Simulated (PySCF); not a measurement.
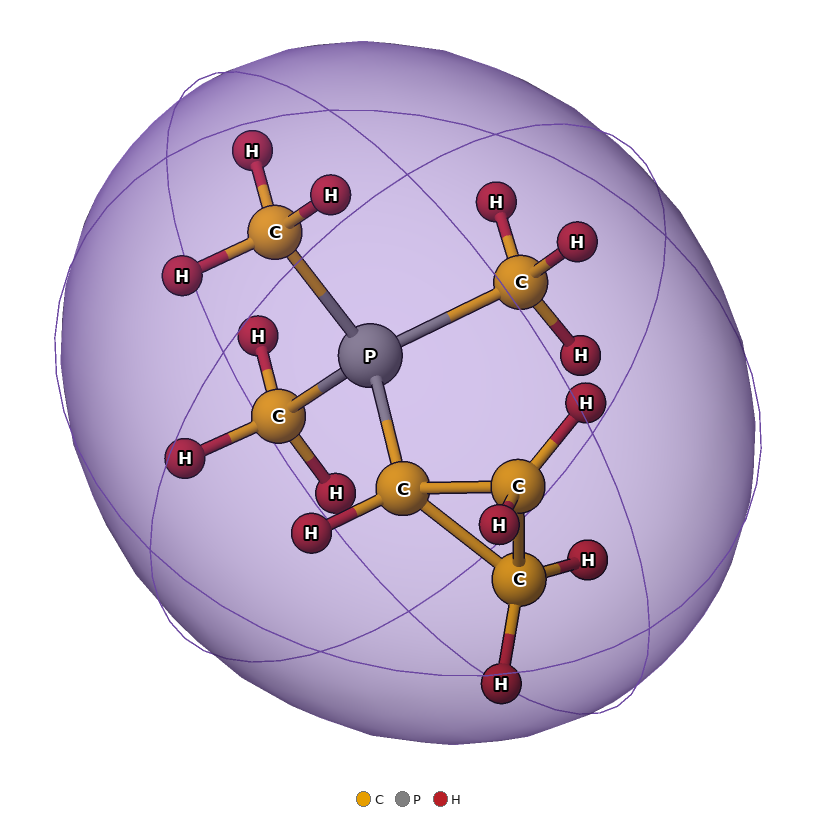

The ellipsoid shows the static dipole polarisability: its half-axes are proportional to the principal values. The species has charge +1 and is a spin singlet. The computed structure is the end point of a PBE0-D3(BJ)/def2-SVP optimisation. No frequency run is at hand to confirm it as a minimum. Level of theory: PBE0/def2-SVPD (PySCF 2.14.0).

Give the principal values, the mean and the anisotropy.

Principal values 80.4, 84.0, 95.5 bohr³; mean 86.6 bohr³ (12.84 Å³); anisotropy 13.6 bohr³, so the longest axis is 1.19 times the shortest.
